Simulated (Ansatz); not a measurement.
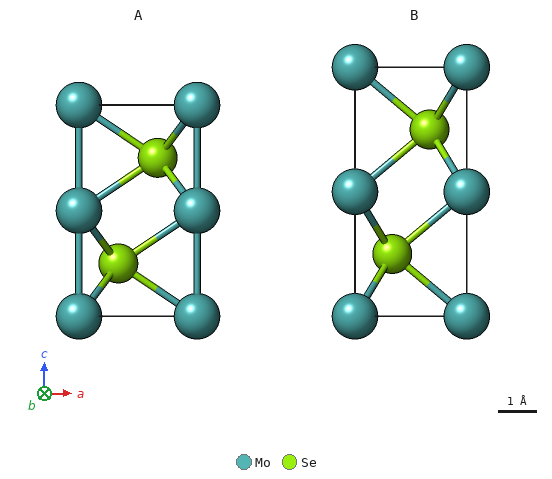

Two geometries of solid MoSe (built on the nickel arsenide type) (coarse preliminary run), drawn at one scale. One is the start of a relaxation, the other its converged end. Style: ball-and-stick. Shown: the cell of the calculation, along the b axis.

These are results of DFT PBE, scalar-relativistic, plane waves, PAW (Ansatz), not measurements. Settings: plane-wave cutoff 420 eV; k-point mesh 6 × 6 × 4; occupations gaussian; smearing width 0.1 eV; collinear spin; cell and atoms relaxed; force threshold 0.05 eV/Å; at most 80 steps.

**Which of the two is the end point?**

Structure B is the relaxed one. The energy falls by 209 meV per atom in 6 accepted moves (8 points after the start). All forces vanish by symmetry, so only the cell relaxes. Pressure: 19.81 GPa at the start and 0.10 GPa at the end. At 2 points the geometry stayed and the basis and grid were re-selected for the new cell (energy shift of 1.8 meV per atom at most each time). The atoms keep their places relative to the cell (all moves are under 0.005 Å). The drawn cell changes as follows: a = b 3.631 → 3.440 Å (−5.2 %), c 5.628 → 6.635 Å (+17.9 %); the volume changes by +5.8 %. Among the contacts that change: Mo–Mo 2.814 → 3.318 Å, Mo–Se 2.525 → 2.588 Å. Bond angles that change, for instance: Mo–Se–Mo 67.7° → 79.7°, Se–Mo–Se 88.0° → 96.7°, Mo–Se–Mo 92.0° → 83.3°. The space group stays P6_3/mmc (No. 194). The program noted that the starting moments weren't kept.
